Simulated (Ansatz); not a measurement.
# GaN: the cost of one run

Method: DFT LDA, frozen-core PAW, scalar-relativistic unless said, in Ansatz 0.2.0.

The COD entry's cell or inner coordinates are ideal or old and differ from later refinements, so a difference from it is no clean test against experiment.

1 further run of the same task is left out (set aside as unsound or not needed).

## 1. The starting structure

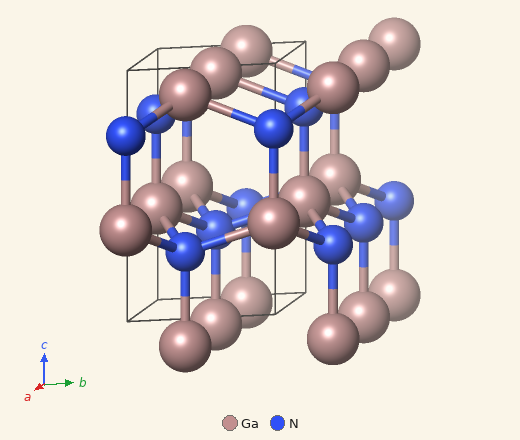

Start, viewed slightly off an axis; gallium pink, nitrogen blue. 3×2×1 cells are drawn. Atoms on the faces are drawn again on the opposite ones.

As a file:

```
CELL_PARAMETERS angstrom
3.18000 0.00000 0.00000
-1.59000 2.75396 0.00000
0.00000 0.00000 5.16600
ATOMIC_POSITIONS crystal
Ga 0.33333 0.66667 0.00000
Ga 0.66667 0.33333 0.50000
N 0.33333 0.66667 0.37500
N 0.66667 0.33333 0.87500
```

Cartesian axes are those of the input's lattice vectors. The structure goes back to a database entry.

## 2. Cell and atoms relaxed, PAW

Contents of input.yaml:

```yaml
crystal:
  lattice:
    - [3.17999999999, 0.0, 0.0]
    - [-1.58999999999, 2.75396078402, 0.0]
    - [0.0, 0.0, 5.166]
  atoms:
    - { symbol: Ga, position: [0.333333333333, 0.666666666667, 0.0] }
    - { symbol: Ga, position: [0.666666666667, 0.333333333333, 0.5] }
    - { symbol: "N", position: [0.333333333333, 0.666666666667, 0.375] }
    - { symbol: "N", position: [0.666666666667, 0.333333333333, 0.875] }
kpoints:
  mp_grid: { grid: [12, 12, 6] }
scf:
  occupations: { method: fermi_dirac, width: 0.1 }
hamiltonian:
  xc: lda
  pseudopotentials: { kind: paw }
relax:
  f_tol: 0.002
  max_steps: 80
  cell: {}
output:
  forces: true
  stress: true
```

Command:

```sh
> ansatz run input.yaml --threads 1 --pin off --max-ram 3072MiB --backend cpu --events-out ev --progress --plain --runs-dir out
```

**Question.** How long does this run take on 1 thread of Arm Neoverse V2, shared host, and how much memory does it need?

About 42 s, with a peak of 0.35 GiB.
